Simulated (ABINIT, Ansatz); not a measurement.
# BaNaH6Ir (F-43m): changed settings of a GW run in ABINIT

Aim: change inputs of a GW run on BaNaH6Ir (F-43m) and see what moves.

Program: ABINIT 10.8.3. Level of theory: LDA and many-body steps on it, plane waves. Results are calculated unless marked as measured.

**1. The structure**

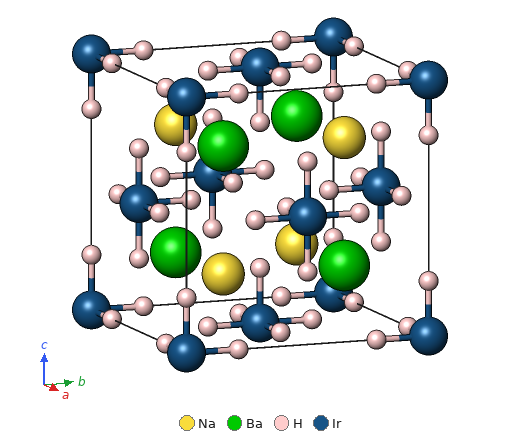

The cell as given, slightly off an axis (sodium yellow, barium green, hydrogen pink, iridium blue). This picture shows the conventional cell, with its axes. Some periodic images of atoms are drawn too.

Structure file:

```cif
data_structure
_symmetry_space_group_name_H-M 'F-43m'
_symmetry_Int_Tables_number 216
_cell_length_a 7.8451
_cell_length_b 7.8451
_cell_length_c 7.8451
_cell_angle_alpha 90.000
_cell_angle_beta 90.000
_cell_angle_gamma 90.000
_cell_volume 482.83
loop_
_atom_site_label
_atom_site_type_symbol
_atom_site_symmetry_multiplicity
_atom_site_Wyckoff_symbol
_atom_site_fract_x
_atom_site_fract_y
_atom_site_fract_z
_atom_site_occupancy
Na1 Na 4 d 0.25000 0.25000 0.75000 1
Ba1 Ba 4 c 0.25000 0.25000 0.25000 1
H1 H 24 f 0.21503 0.00000 0.00000 1
Ir1 Ir 4 a 0.00000 0.00000 0.00000 1
```

The cell and positions are those that the Materials Project relaxed with its own functionals (PBE, PBE+U or r2SCAN), kept fixed. Spin-orbit coupling is left out unless a step names it.

**2. Screening, 2×2×2 mesh, 100 bands, screening to 114.3 eV**

This step: ABINIT 10.8.3; RPA screening on LDA, plane waves, norm-conserving pseudopotentials.

The RPA dielectric matrix is built and inverted for each q.

The input, run.abi:

```
acell 3*1.0 Angstrom
rprim 
  -0.000000000000 3.922549000000 3.922549000000
  3.922549000000 -0.000000000000 3.922549000000
  3.922549000000 3.922549000000 -0.000000000000
ntypat 4
znucl 11 56 1 77
natom 9
typat 1 2 3 3 3 3 3 3 4
xred 
  0.250000000000 0.250000000000 0.250000000000
  0.750000000000 0.750000000000 0.750000000000
  0.784973000000 0.215027000000 0.215027000000
  0.215027000000 0.784973000000 0.215027000000
  0.784973000000 0.784973000000 0.215027000000
  0.215027000000 0.784973000000 0.784973000000
  0.784973000000 0.215027000000 0.784973000000
  0.215027000000 0.215027000000 0.784973000000
  0.000000000000 0.000000000000 0.000000000000
pp_dirpath "pseudos"
pseudos "Na.upf, Ba.upf, H.upf, Ir.upf"
ecut 38
ngkpt 2 2 2
nshiftk 1
shiftk 0 0 0
kptopt 1
chksymbreak 0
istwfk *1
occopt 1
irdwfk 1
optdriver 3
nband 100
ecuteps 4.2
inclvkb 2
awtr 1
symchi 1
indata_prefix "in"
outdata_prefix "out"
tmpdata_prefix "tmp"
```

Run with:

```console
> OMP_NUM_THREADS=1 mpirun -n 4 abinit run.abi > log
```

What it wrote:

```text
.Version 10.8.3 of ABINIT. v10.8.2 released Aug 2026.

 Symmetries : space group F-4 3 m (#216); Bravais cF (face-center cubic)
[... echo of the input left out ...]
== DATASET  1 ==================================================================
-   mpi_nproc: 4, omp_nthreads: 1 (-1 if OMP is not activated)

--- !DatasetInfo
iteration_state: {dtset: 1, }
dimensions: {natom: 9, nkpt: 3, mband: 100, nsppol: 1, nspinor: 1, nspden: 1, mpw: 9185, }
cutoff_energies: {ecut:  38.0, pawecutdg:  -1.0, }
electrons: {nelect:   4.20000000E+01, charge:   0.00000000E+00, occopt:   1.00000000E+00, tsmear:   1.00000000E-02, }

 SCREENING: Calculation of the susceptibility and dielectric matrices

 Based on a program developped by R.W. Godby, V. Olevano, G. Onida, and L. Reining.
 Incorporated in ABINIT by V. Olevano, G.-M. Rignanese, and M. Torrent.
.Using double precision arithmetic ; gwpc =  8

[... cell and pseudopotentials left out ...]
--------------------------------------------------------------------------------

 ==== K-mesh for the wavefunctions ====
 Number of points in the irreducible wedge :     3
[... list of points left out ...]
 Together with 24 symmetry operations and time-reversal symmetry
 yields     8 points in the full Brillouin Zone.

 ==== Q-mesh for the screening function ====
 Number of points in the irreducible wedge :     3
[... list of points left out ...]
 Together with 24 symmetry operations and time-reversal symmetry
 yields     8 points in the full Brillouin Zone.

 setmesh: FFT mesh size selected  =    40x   40x   40
          total number of points  =        64000

 vcoul_init : cutoff-mode = AUXILIARY_FUNCTION
 q-points for optical limit:   1
     1)      0.000010    0.000020    0.000030

- screening: taking advantage of time-reversal symmetry
- Maximum band index for partially occupied states nbvw = 21
- Remaining bands to be divided among processors   nbcw = 79
- Number of bands treated by each node ~19

 Number of electrons calculated from density =   42.0000; Expected =   42.0000
 average of density, n =  0.051561
 r_s =    1.6667
 omega_plasma =   21.9035 [eV]

 calculating chi0 at frequencies [eV] :
  1    0.000000E+00    0.000000E+00
  2    0.000000E+00    2.190354E+01

--------------------------------------------------------------------------------
  q-point number  1        q = ( 0.000000, 0.000000, 0.000000) [r.l.u.]
--------------------------------------------------------------------------------
[... chi0 elements left out ...]
 For q-point:  0.000010 0.000020 0.000030
  dielectric constant =   4.0985
  dielectric constant without local fields =   5.0281

  Average fulfillment of the sum rule on Im[epsilon] for q-point    1 :     55.89  [%]
[... wings left out ...]
  q-point number  2        q = ( 0.500000, 0.000000, 0.000000) [r.l.u.]
--------------------------------------------------------------------------------
[... chi0 elements left out ...]
  Average fulfillment of the sum rule on Im[epsilon] for q-point    2 :     63.33  [%]

 [... 1 further q-points ...]
```

It took 17 s on 4 MPI ranks of Arm Neoverse V1, shared host; peak memory 1.5 GiB; 69 s of CPU time.

Numbers from this step:

```
ε∞ with local fields, on this mesh, along the program's q direction : 4.098
the same without local fields                                       : 5.028
plasma frequency                                                    : 21.90 eV
plane waves in the screening matrix                                 : 331
```

Local fields lower ε∞ by 18 %. On a Γ-centred mesh this coarse the value itself is usually too large, while a short band sum pulls it down.

**3. Base**

The self-energy is evaluated for the states that the input lists, and the levels follow from it, in one-shot runs by the linearised quasiparticle equation.

This step: G0W0 on LDA, plane waves, norm-conserving pseudopotentials.

run.abi, as its differences from that of step 2:

```diff
@@ -30,8 +30,17 @@
 irdwfk 1
-optdriver 3
+optdriver 4
 nband 100
+gwcalctyp 0
+ecutsigx 38
+symsigma 1
+nkptgw 2
+kptgw 
+  0.0000000000 0.0000000000 0.0000000000
+  0.5000000000 0.5000000000 0.0000000000
+bdgw 
+  19 24
+  20 23
 ecuteps 4.2
-inclvkb 2
-awtr 1
-symchi 1
+irdscr 1
+ppmodel 1
 indata_prefix "in"
```

What it wrote:

```text
.Version 10.8.3 of ABINIT. v10.8.2 released Aug 2026.

 Symmetries : space group F-4 3 m (#216); Bravais cF (face-center cubic)
[... echo of the input left out ...]
== DATASET  1 ==================================================================
-   mpi_nproc: 4, omp_nthreads: 1 (-1 if OMP is not activated)

--- !DatasetInfo
iteration_state: {dtset: 1, }
dimensions: {natom: 9, nkpt: 3, mband: 100, nsppol: 1, nspinor: 1, nspden: 1, mpw: 9185, }
cutoff_energies: {ecut:  38.0, pawecutdg:  -1.0, }
electrons: {nelect:   4.20000000E+01, charge:   0.00000000E+00, occopt:   1.00000000E+00, tsmear:   1.00000000E-02, }

 SIGMA: Calculation of the GW corrections

 Based on a program developped by R.W. Godby, V. Olevano, G. Onida, and L. Reining.
 Incorporated in ABINIT by V. Olevano, G.-M. Rignanese, and M. Torrent.
.Using double precision arithmetic ; gwpc =  8

[... cell and pseudopotentials left out ...]
--------------------------------------------------------------------------------

 ==== K-mesh for the wavefunctions ====
 Number of points in the irreducible wedge :     3
[... list of points left out ...]
 Together with 24 symmetry operations and time-reversal symmetry
 yields     8 points in the full Brillouin Zone.

 ==== Q-mesh for screening function ====
 Number of points in the irreducible wedge :     3
[... list of points left out ...]
 Together with 24 symmetry operations and time-reversal symmetry
 yields     8 points in the full Brillouin Zone.

 vcoul_init : cutoff-mode = AUXILIARY_FUNCTION
 q-points for optical limit:   1
     1)      0.000010    0.000020    0.000030
 setmesh: FFT mesh size selected  =    60x   60x   60
          total number of points  =       216000

 Number of electrons calculated from density =   42.0000; Expected =   42.0000
 average of density, n =  0.051561
 r_s =    1.6667
 omega_plasma =   21.9035 [eV]

 === KS Band Gaps ===
  >>>> For spin  1
   Minimum direct gap =   3.0205 [eV], located at k-point      :   0.5000  0.5000  0.0000
   Fundamental gap    =   2.9903 [eV], Top of valence bands at :   0.0000  0.0000  0.0000
                                       Bottom of conduction at :   0.5000  0.5000  0.0000
 SIGMA fundamental parameters:
 PLASMON POLE MODEL  1
 number of plane-waves for SigmaX                 9185
 number of plane-waves for SigmaC and W            331
 number of plane-waves for wavefunctions          9185
 number of bands                                   100
 number of independent spin polarizations            1
 number of spinorial components                      1
 number of k-points in IBZ                           3
 number of q-points in IBZ                           3
 number of symmetry operations                      24
 number of k-points in BZ                            8
 number of q-points in BZ                            8
 number of frequencies for dSigma/dE                 9
 frequency step for dSigma/dE [eV]                0.25
 number of omega for Sigma on real axis              0
 max omega for Sigma on real axis  [eV]           0.00
 zcut for avoiding poles [eV]                     0.10

 EPSILON^-1 parameters (SCR file):
 dimension of the eps^-1 matrix on file            331
 dimension of the eps^-1 matrix used               331
 number of plane-waves for wavefunctions          9185
 number of bands                                   100
 number of q-points in IBZ                           3
 number of frequencies                               2
 number of real frequencies                          1
 number of imag frequencies                          1

 matrix elements of self-energy operator (all in [eV])

 Perturbative Calculation

--- !SelfEnergy_ee
iteration_state: {dtset: 1, }
kpoint     : [   0.000,    0.000,    0.000, ]
spin       : 1
KS_gap     :    4.356
QP_gap     :    5.357
Delta_QP_KS:    1.001
data: !SigmaeeData |
     Band     E0 <VxcDFT>   SigX SigC(E0)      Z dSigC/dE  Sig(E)    E-E0       E
       19   1.722 -18.170 -21.641   3.758   0.782  -0.279 -17.946   0.223   1.945
       20   1.722 -18.170 -21.641   3.758   0.782  -0.279 -17.946   0.223   1.945
       21   1.722 -18.170 -21.641   3.758   0.782  -0.279 -17.946   0.223   1.945
       22   6.078  -8.577  -4.021  -3.103   0.843  -0.187  -7.353   1.224   7.302
       23   6.873 -12.709  -7.531  -3.137   0.825  -0.212 -11.024   1.685   8.557
       24   6.873 -12.709  -7.531  -3.137   0.825  -0.212 -11.024   1.685   8.557

--- !SelfEnergy_ee
iteration_state: {dtset: 1, }
kpoint     : [   0.500,    0.500,    0.000, ]
spin       : 1
KS_gap     :    3.020
QP_gap     :    4.219
Delta_QP_KS:    1.198
data: !SigmaeeData |
     Band     E0 <VxcDFT>   SigX SigC(E0)      Z dSigC/dE  Sig(E)    E-E0       E
       20   1.692 -17.958 -21.423   3.719   0.782  -0.279 -17.759   0.199   1.890
       21   1.692 -17.958 -21.423   3.719   0.782  -0.279 -17.759   0.199   1.890
       22   4.712 -11.462  -7.150  -2.634   0.833  -0.201 -10.065   1.397   6.109
       23   6.945 -11.156  -6.632  -2.814   0.833  -0.200  -9.731   1.425   8.370

== END DATASET(S) ==============================================================
================================================================================

 -outvars: echo values of variables after computation  --------
           etotal      0.0000000000E+00
            nband         100
             nkpt           3
          spgroup         216
 [... the other variables as echoed above ...]

 Calculation completed.
```

It took 9.8 s on 4 MPI ranks; peak memory 0.96 GiB.

Numbers from this step:

```yaml
g0w0_gap_on_the_points_computed: 4.164 eV
starting_gap_on_the_mesh: 2.990 eV
k_of_the_valence_top: 0, 0, 0
k_of_the_conduction_bottom: 0.5, 0.5, 0
z_at_the_valence_top: 0.782
z_at_the_conduction_bottom: 0.833
least_direct_g0w0_gap_on_the_computed_points: 4.219 eV
```

The gap on the mesh goes from 2.99 eV to 4.16 eV, a correction of +1.17 eV.

**4. Scissors in G**

run.abi, as its differences from that of step 3:

```diff
@@ -45,2 +45,3 @@
 ppmodel 1
+mbpt_sciss 1.0 eV
 indata_prefix "in"
```

What it wrote:

```text
.Version 10.8.3 of ABINIT. v10.8.2 released Aug 2026.

 Symmetries : space group F-4 3 m (#216); Bravais cF (face-center cubic)
[... echo of the input left out ...]
== DATASET  1 ==================================================================
-   mpi_nproc: 4, omp_nthreads: 1 (-1 if OMP is not activated)

--- !DatasetInfo
iteration_state: {dtset: 1, }
dimensions: {natom: 9, nkpt: 3, mband: 100, nsppol: 1, nspinor: 1, nspden: 1, mpw: 9185, }
cutoff_energies: {ecut:  38.0, pawecutdg:  -1.0, }
electrons: {nelect:   4.20000000E+01, charge:   0.00000000E+00, occopt:   1.00000000E+00, tsmear:   1.00000000E-02, }

 SIGMA: Calculation of the GW corrections

 Based on a program developped by R.W. Godby, V. Olevano, G. Onida, and L. Reining.
 Incorporated in ABINIT by V. Olevano, G.-M. Rignanese, and M. Torrent.
.Using double precision arithmetic ; gwpc =  8

[... cell and pseudopotentials left out ...]
--------------------------------------------------------------------------------

 ==== K-mesh for the wavefunctions ====
 Number of points in the irreducible wedge :     3
[... list of points left out ...]
 Together with 24 symmetry operations and time-reversal symmetry
 yields     8 points in the full Brillouin Zone.

 ==== Q-mesh for screening function ====
 Number of points in the irreducible wedge :     3
[... list of points left out ...]
 Together with 24 symmetry operations and time-reversal symmetry
 yields     8 points in the full Brillouin Zone.

 vcoul_init : cutoff-mode = AUXILIARY_FUNCTION
 q-points for optical limit:   1
     1)      0.000010    0.000020    0.000030
 setmesh: FFT mesh size selected  =    60x   60x   60
          total number of points  =       216000

 Number of electrons calculated from density =   42.0000; Expected =   42.0000
[...]
max omega for Sigma on real axis  [eV]           0.00
 zcut for avoiding poles [eV]                     0.10
 scissor energy [eV]                              1.00

 EPSILON^-1 parameters (SCR file):
 dimension of the eps^-1 matrix on file            331
 dimension of the eps^-1 matrix used               331
 number of plane-waves for wavefunctions          9185
 number of bands                                   100
 number of q-points in IBZ                           3
 number of frequencies                               2
 number of real frequencies                          1
 number of imag frequencies                          1

 matrix elements of self-energy operator (all in [eV])

 Perturbative Calculation

--- !SelfEnergy_ee
iteration_state: {dtset: 1, }
kpoint     : [   0.000,    0.000,    0.000, ]
spin       : 1
KS_gap     :    4.356
QP_gap     :    5.472
Delta_QP_KS:    1.116
data: !SigmaeeData |
     Band     E0 <VxcDFT>   SigX SigC(E0)      Z dSigC/dE  Sig(E)    E-E0       E
       19   1.722 -18.170 -21.641   3.791   0.783  -0.277 -17.920   0.250   1.972
       20   1.722 -18.170 -21.641   3.791   0.783  -0.277 -17.920   0.250   1.972
       21   1.722 -18.170 -21.641   3.791   0.783  -0.277 -17.920   0.250   1.972
[...]
--- !SelfEnergy_ee
iteration_state: {dtset: 1, }
kpoint     : [   0.500,    0.500,    0.000, ]
spin       : 1
KS_gap     :    3.020
QP_gap     :    4.332
Delta_QP_KS:    1.311
data: !SigmaeeData |
     Band     E0 <VxcDFT>   SigX SigC(E0)      Z dSigC/dE  Sig(E)    E-E0       E
[...]
22   4.712 -11.462  -7.150  -2.668   0.835  -0.198  -9.924   1.537   6.249
       23   6.945 -11.156  -6.632  -2.843   0.835  -0.198  -9.588   1.568   8.513

== END DATASET(S) ==============================================================
================================================================================

 -outvars: echo values of variables after computation  --------
           etotal      0.0000000000E+00
            nband         100
             nkpt           3
          spgroup         216
 [... the other variables as echoed above ...]

 Calculation completed.
```

Wall time 9.8 s (4 MPI ranks); peak memory 0.96 GiB; 39 s of CPU time.

This step gave:

| Item | Value |
| --- | --- |
| G0W0 gap on the points computed | 4.277 eV |
| starting gap on the mesh | 2.990 eV |
| k of the valence top | 0, 0, 0 |
| k of the conduction bottom | 0.5, 0.5, 0 |
| Z at the valence top | 0.783 |
| Z at the conduction bottom | 0.835 |
| least direct G0W0 gap on the computed points | 4.332 eV |

(Part 1 of 2 ends here.)

[Paths, hosts, dates, memory and timing lines, banners, echoed tables and standing remarks are left out of the program output.]

[Logs are printed without paths, hosts, clocks, repeated set-up lines and the standing remarks that a program may print on its own settings, such as how far it seeks lower states.]

[Runs of the session that timed out or met a known fault of the program may be left out.]

[Hosts, paths, dates, database ids (printed as entryN), source tags and the programs' standing remarks are cut or masked in the printed files.]

[G0W0 gaps are taken among the corrected bands and points alone; a level outside them can change the order at an edge.]

[Where Ansatz stands beside ABINIT at settings called matched, ABINIT's density can come from a denser mesh and the files from another edition; pairs whose starting gaps differed by over 0.03 eV were left out, so agreement reads better than it is.]
